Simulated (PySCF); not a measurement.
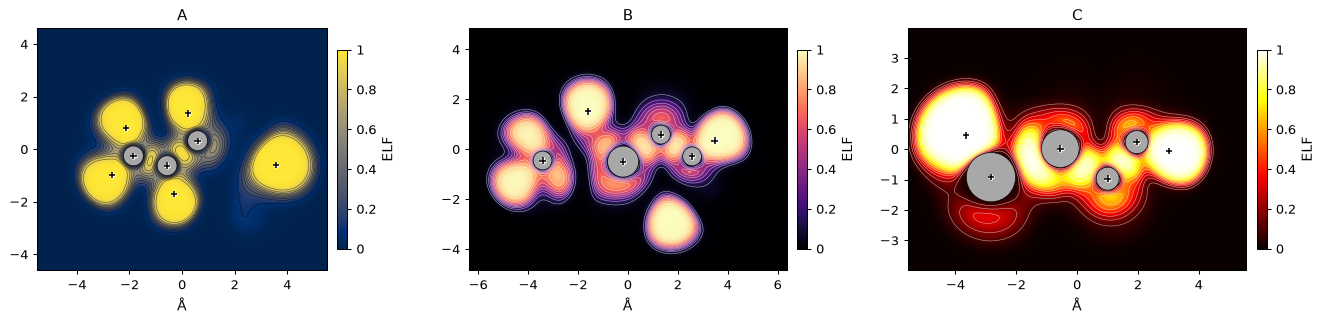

The ELF of 3 systems, each on a plane through atoms (crosses mark nuclei in the plane; grey discs cover the cores).

Method: PySCF 2.14.0, PBE0/pcSseg-1, SCF density, gas phase, non-relativistic.

System 1: C₆H₁₄AlP, the plane of atoms C8, C5 and H16. Geometry: PBE0-D3(BJ)/def2-SVP.

```
atom    x (Å)    y (Å)    z (Å)
  Al   2.9304  -0.3366  -1.4892
   P   0.7402  -0.2534  -0.3557
   C   0.3565   0.9835   0.9629
   C  -1.1910   1.0056   1.0403
   C  -1.7357  -0.0634   0.0773
   C  -1.4548  -1.4739   0.6230
   C   0.0661  -1.7431   0.5056
   C  -0.8768   0.0579  -1.1877
   H   2.6280  -1.5729  -2.4716
   H   3.8563  -0.6169  -0.2056
   H   2.9527   1.1416  -2.1182
   H   0.7836   1.9580   0.6846
   H   0.8426   0.6731   1.8992
   H  -1.5656   1.9962   0.7409
   H  -1.5472   0.8263   2.0660
   H  -2.8097   0.0843  -0.1165
   H  -2.0124  -2.2158   0.0314
   H  -1.8034  -1.5677   1.6626
   H   0.5725  -1.8580   1.4750
   H   0.2973  -2.6400  -0.0875
   H  -1.0926  -0.7052  -1.9503
   H  -0.9065   1.0534  -1.6551
```

System 2: C₇H₁₆N₂Si (SMILES C=CCN([SiH3])N1CCCC1), the plane of atoms H11, C1 and H12. Geometry: PBE0-D3(BJ)/def2-SVP.

```xyz
26

C    -2.6988    1.2786   -1.2142
C    -2.5671    0.0991   -0.6073
C    -1.7093   -1.0251   -1.1094
N    -0.5968   -1.3388   -0.2298
Si   -0.6832   -2.6088    0.9724
N     0.3644   -0.3392   -0.1837
C     1.7031   -0.7103   -0.6155
C     2.5913    0.4418   -0.1153
C     1.6462    1.3613    0.6813
C     0.4741    0.4571    1.0207
H    -2.1789    1.4906   -2.1543
H    -3.3267    2.0729   -0.8012
H    -3.0848   -0.0817    0.3440
H    -1.3197   -0.7776   -2.1122
H    -2.3198   -1.9399   -1.2151
H    -1.4038   -2.2479    2.2398
H    -1.4110   -3.7587    0.3565
H     0.7043   -3.0086    1.3513
H     2.0249   -1.6735   -0.1693
H     1.7255   -0.8403   -1.7095
H     3.3933    0.0523    0.5288
H     3.0796    0.9803   -0.9397
H     2.1225    1.8015    1.5687
H     1.2895    2.1863    0.0464
H    -0.4647    0.9986    1.2103
H     0.6994   -0.1586    1.9236
```

System 3: C₇H₁₆NOP (SMILES CN(C)CP1CCOCC1), the plane of atoms P5, C10 and C9. Geometry: PBE0-D3(BJ)/def2-SVP.

| atom | x (Å) | y (Å) | z (Å) |
| --- | --- | --- | --- |
| C | 2.9470 | 0.7196 | 0.8068 |
| N | 2.1580 | -0.3337 | 0.2188 |
| C | 2.9691 | -1.3974 | -0.3148 |
| C | 1.1712 | 0.1480 | -0.7162 |
| P | -0.2008 | 1.0538 | 0.1675 |
| C | -0.9988 | -0.3869 | 1.0275 |
| C | -2.4705 | -0.0912 | 1.2856 |
| O | -3.2030 | 0.0935 | 0.1024 |
| C | -2.8525 | 1.2417 | -0.6209 |
| C | -1.4461 | 1.1675 | -1.2093 |
| H | 2.2891 | 1.4805 | 1.2531 |
| H | 3.5881 | 0.3117 | 1.6034 |
| H | 3.6044 | 1.2335 | 0.0682 |
| H | 3.6090 | -1.0791 | -1.1697 |
| H | 2.3314 | -2.2253 | -0.6608 |
| H | 3.6340 | -1.7907 | 0.4699 |
| H | 0.7264 | -0.7139 | -1.2415 |
| H | 1.5966 | 0.8198 | -1.4996 |
| H | -0.4684 | -0.5704 | 1.9743 |
| H | -0.9100 | -1.2984 | 0.4117 |
| H | -2.9432 | -0.9362 | 1.8095 |
| H | -2.5687 | 0.8005 | 1.9401 |
| H | -2.9435 | 2.1439 | 0.0203 |
| H | -3.5954 | 1.3364 | -1.4278 |
| H | -1.2449 | 2.0673 | -1.8128 |
| H | -1.3805 | 0.2882 | -1.8737 |

Q: Which map belongs to which system?

A: Panel A is system 2, C₇H₁₆N₂Si: the plane holds C and H. C–C (1.33 Å): the ELF peaks at about 0.95 between the atoms (a short, multiple covalent bond). Panel B is system 3, C₇H₁₆NOP: the plane holds C, P and H. C–C (1.53 Å): the ELF peaks at about 0.95 between the atoms: a covalent bond. Panel C is system 1, C₆H₁₄AlP: the plane holds Al, P, C and H. C–C (1.53 Å): the ELF peaks at about 0.95 between the atoms, as expected for a shared electron pair.
